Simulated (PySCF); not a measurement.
System: C5H11N3Si.

Input

```
{"job": {"kind": "nmr", "xc": "PBE0", "basis": "pcSseg-1"}, "charge": 0, "multiplicity": 1}
C     -1.884102    -0.155433    -1.040152
C     -0.961554     0.361308     0.061285
C     -1.716466     0.563865     1.372976
N      0.105401    -0.589044     0.271969
N     -0.163857    -1.831630     0.641952
N      0.937569    -2.475601     0.769586
C      1.953671    -1.650937     0.481951
C      1.443905    -0.404005     0.150777
Si     2.303284     1.175804    -0.350514
H     -2.289083    -1.121173    -0.749066
H     -2.702025     0.541019    -1.202158
H     -1.336202    -0.273951    -1.972421
H     -0.497517     1.303548    -0.250502
H     -2.528868     1.271308     1.232897
H     -1.048034     0.944619     2.142121
H     -2.124467    -0.386843     1.706024
H      2.973389    -1.973906     0.522311
H      1.945902     2.233041     0.601150
H      3.739362     0.923064    -0.341188
H      1.844545     1.555624    -1.690818
```

Launched as:

```sh
OMP_NUM_THREADS=1 python probes_run.py task.json out
```

Geometry: GFN2-xTB.

Computed with PBE0/pcSseg-1, SCF density, gas phase, non-relativistic (PySCF).

> What can the converged electron density and electron localisation function tell about the bonding?

N–N (1.28 Å): the density is about 2.9 e/Å³ at the midpoint; the ELF peaks at about 0.90 between the atoms (a covalent bond).
C–N (1.34 Å): ρ is about 2.5 e/Å³ halfway; the ELF peaks at about 0.90 between the atoms; localised, covalent bonding.
C–C (1.39 Å): ρ is about 2.1 e/Å³ halfway; the ELF peaks at about 0.95 between the atoms (localised, covalent bonding).
C–Si (1.87 Å): the density is about 0.94 e/Å³ at the midpoint; the ELF peaks at about 0.95 between the atoms: localised, covalent bonding.

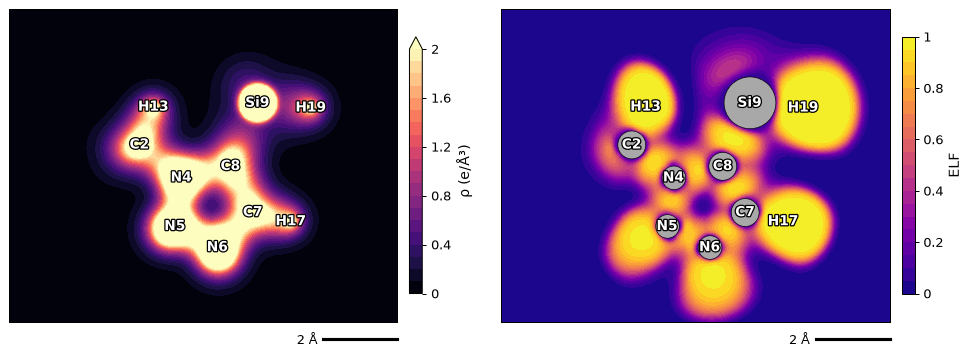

Computed electron density and electron localisation function on the plane of atoms N4, C2 and H13, in this order. Grey discs cover the atomic cores in the ELF map. 
